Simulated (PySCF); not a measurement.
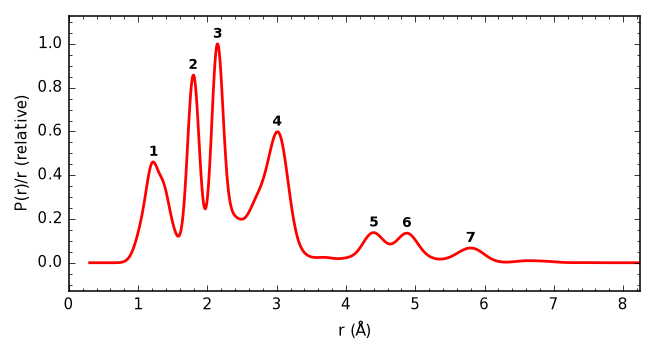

Simulated gas electron diffraction: radial distribution curve of C2H7NOSSi. Each pair of atoms contributes with weight ZᵢZⱼ/r; damping constant 0.002 Å²; vibrational amplitudes assumed, not computed: 0.05 Å for bonds, 0.078 Å for bonds to H, 0.06 + 0.015 r up to 0.15 Å for other pairs. The geometry is the end point of an optimisation (PySCF, PBE0-D3(BJ)/def2-SVP geometry optimisation, gas phase); it may be a saddle point or a higher isomer. SMILES: CS[SiH2]NC=O.

**Read the positions of the numbered peaks and name the main pairs (– for bonds).**

Peak 1, 1.22 Å: C–H 1.10–1.12 Å (×4), O–C 1.21 Å, N–C 1.36 Å, not resolved; in its flanks Si–H 1.49 Å
Peak 2, 1.80 Å: Si–N 1.77 Å, S–C 1.82 Å
Peak 3, 2.15 Å: S–Si 2.14 Å, O···N 2.25 Å, not resolved; in its flanks S···H 2.45 Å
Peak 4, 3.01 Å: Si···O 2.88 Å, S···H 3.01–3.06 Å (×3), Si···C 3.02 Å, S···N 3.05 Å, not resolved; in its flanks Si···C 2.68 Å
Peak 5, 4.40 Å: S···C 4.36 Å, N···C 4.51 Å, not resolved
Peak 6, 4.88 Å: N···H 4.74–4.75 Å (×2), S···O 4.89 Å, S···H 5.13 Å, not resolved
Peak 7, 5.80 Å: C···C 5.66 Å, C···H 5.78–5.79 Å (×2), O···H 5.86–5.87 Å (×2), O···C 5.87 Å, not resolved
